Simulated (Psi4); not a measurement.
# [SiPH4]− (SMILES [SiH2-]P) at B3LYP/cc-pVTZ (sweep point 6)

Aim: the vertical ionisation energy of [SiPH4]− at B3LYP/cc-pVTZ (sweep point 6), from 2 runs. 

The calculation is run with Psi4 1.11.

### Step 1. The structure to begin with

The species is [SiPH4]− (6 atoms), meant as a singlet with charge -1. As SMILES, `[SiH2-]P`. The coordinates come from a GFN2-xTB relaxation. This is one conformer, not always the lowest.

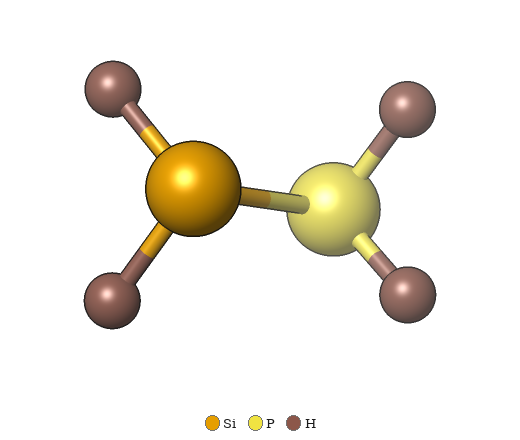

Viewed from a chosen angle; silicon amber, phosphorus yellow, hydrogen brown.

### Step 2. A single-point energy at B3LYP/cc-pVTZ (sweep point 6)

Input file job.dat:

```
memory 1600 MB

molecule {
  -1 1
  Si     0.357650    -1.019850    -0.132620
  P     -0.355230     1.071380     0.132600
  H     -0.387090    -1.600590     1.036860
  H     -0.642080    -1.408110    -1.185860
  H      0.407400     1.565440    -0.899820
  H      0.619350     1.391730     1.048840
  symmetry c1
}

set globals {
  basis                cc-pVTZ
  reference            rks
  puream               true
  scf_type             pk
  dft_radial_points    99
  dft_spherical_points 590
}

e, wfn = energy("b3lyp", return_wfn=True)
```

Run with:

```console
psi4 -i job.dat -o job.out -n 1
```

job.out, cut to the lines that bear on the results:

```text
[...]
  Running in c1 symmetry.
[...]
  Nuclear repulsion =   83.574544087149334
[...]
  Multiplicity = 1
[...]
  Nalpha       = 17
  Nbeta        = 17
[...]
    Number of basis functions: 124
[...]
   @RKS iter   1:  -633.12214847978032   -1.83154e-01   4.42246e-03 ADIIS/DIIS
[...]
   @RKS iter   7:  -633.31133371917701   -2.87390e-07   9.45848e-07 DIIS
[...]
    Orbital Energies [Eh]
    ---------------------
    Doubly Occupied:
       1A    -76.870218     2A    -65.877488     3A     -6.338685
       4A     -5.023695     5A     -4.501403     6A     -4.499321
       7A     -4.496278     8A     -3.383049     9A     -3.382114
      10A     -3.379113    11A     -0.454265    12A     -0.282388
      13A     -0.207619    14A     -0.119623    15A     -0.112787
      16A     -0.082383    17A      0.023436
[...]
  @RKS Final Energy:  -633.31133371917701
   => Energetics <=
    Nuclear Repulsion Energy =             83.5745440871493344
    One-Electron Energy =               -1049.4542276713216324
    Two-Electron Energy =                 369.5533005148138272
    DFT Exchange-Correlation Energy =     -36.9849506498185008
    Empirical Dispersion Energy =           0.0000000000000000
    VV10 Nonlocal Energy =                  0.0000000000000000
    Total Energy =                       -633.3113337191770142
[...]
 Multipole Moments:
 ------------------------------------------------------------------------------------
     Multipole            Electronic (a.u.)      Nuclear  (a.u.)        Total (a.u.)
 ------------------------------------------------------------------------------------
 L = 1.  Multiply by 2.5417464519 to convert [e a0] to [Debye]
 Dipole X            :         -0.5628723            0.3776105           -0.1852618
 Dipole Y            :          2.3560032           -1.2645816            1.0914216
 Dipole Z            :          0.2606752           -0.1428416            0.1178336
 Magnitude           :                                                    1.1132870
[...]
```

Run time: 22 s. Hardware: 1 thread of Intel Xeon Platinum 8488C (Sapphire Rapids), shared host; peak memory 0.98 GiB.

### Step 3. Doublet neutral SiPH4, same level

Input file h4psi.inp:

```
memory 1600 MB

molecule {
  0 2
  Si     0.357650    -1.019850    -0.132620
  P     -0.355230     1.071380     0.132600
  H     -0.387090    -1.600590     1.036860
  H     -0.642080    -1.408110    -1.185860
  H      0.407400     1.565440    -0.899820
  H      0.619350     1.391730     1.048840
  units angstrom
  symmetry c1
}

set {
  basis cc-pVTZ
  reference uks
  puream true
  scf_type pk
  dft_radial_points 99
  dft_spherical_points 590
  maxiter 150
}

e_tot, wfn = energy("b3lyp", return_wfn=True)
print_variables()
```

Run with:

```console
psi4 h4psi.inp h4psi.out -n 1
```

h4psi.out, cut to the lines that bear on the results:

```text
[...]
  Running in c1 symmetry.
[...]
  Nuclear repulsion =   83.574544087149334
[...]
  Multiplicity = 2
[...]
  Nalpha       = 17
  Nbeta        = 16
[...]
    Number of basis functions: 124
[...]
   @UKS iter   1:  -633.16384242185234   -2.24848e-01   3.40558e-03 ADIIS/DIIS
[...]
   @UKS iter   8:  -633.25441063805533   -1.70011e-07   8.91139e-07 DIIS
[...]
   @S^2 Observed:                7.542287907E-01
[...]
    Orbital Energies [Eh]
    ---------------------
    Alpha Occupied:
       1A    -77.086155     2A    -66.144667     3A     -6.553386
       4A     -5.288366     5A     -4.714901     6A     -4.714372
       7A     -4.712647     8A     -3.649877     9A     -3.645336
      10A     -3.645025    11A     -0.664115    12A     -0.515264
      13A     -0.406672    14A     -0.334320    15A     -0.330995
      16A     -0.305272    17A     -0.234346
    Alpha Virtual:
      18A      0.000095    19A      0.013449    20A      0.023021
      21A      0.026064    22A      0.074910    23A      0.156324
      24A      0.163691    25A      0.168704    26A      0.171649
[...]
  @UKS Final Energy:  -633.25441063805533
   => Energetics <=
    Nuclear Repulsion Energy =             83.5745440871493344
    One-Electron Energy =               -1041.8848194547626917
    Two-Electron Energy =                 361.8408607894371585
    DFT Exchange-Correlation Energy =     -36.7849960598790204
    Empirical Dispersion Energy =           0.0000000000000000
    VV10 Nonlocal Energy =                  0.0000000000000000
    Total Energy =                       -633.2544106380552194
[...]
 Multipole Moments:
 ------------------------------------------------------------------------------------
     Multipole            Electronic (a.u.)      Nuclear  (a.u.)        Total (a.u.)
 ------------------------------------------------------------------------------------
 L = 1.  Multiply by 2.5417464519 to convert [e a0] to [Debye]
 Dipole X            :          0.0006448            0.3776105            0.3782553
 Dipole Y            :          1.3991599           -1.2645816            0.1345783
 Dipole Z            :          0.1119412           -0.1428416           -0.0309004
 Magnitude           :                                                    0.4026701
[...]
```

Wall time 32 s (1 thread of Intel Xeon Platinum 8488C (Sapphire Rapids), shared host); peak memory 0.98 GiB.

### Step 4. Outcome

At B3LYP/cc-pVTZ (sweep point 6):

| quantity | value |
| --- | --- |
| singlet [SiPH4]−: total energy | -633.31133 Eh |
| singlet [SiPH4]−: HOMO energy | 0.64 eV |
| singlet [SiPH4]−: LUMO energy | 5.21 eV |
| singlet [SiPH4]−: HOMO–LUMO gap (to an unbound level, set by the basis) | 4.58 eV |
| doublet neutral SiPH4: total energy | -633.25441 Eh |
| doublet neutral SiPH4: dipole moment | 1.02 D |
| doublet neutral SiPH4: HOMO energy (highest over α and β) | -6.38 eV |
| doublet neutral SiPH4: LUMO energy (lowest over α and β) | -3.69 eV |
| doublet neutral SiPH4: ⟨S²⟩ | 0.754 |
| vertical detachment energy (to the doublet neutral) | 1.549 eV |

What this shows: The vertical ionisation energy comes to 1.55 eV (149 kJ/mol). −ε(HOMO) before ionisation, -0.64 eV, is 2.19 eV below this ionisation energy. The HOMO (singlet [SiPH4]−) lies at positive energy, 0.64 eV; only total energies tell whether the electron is bound.
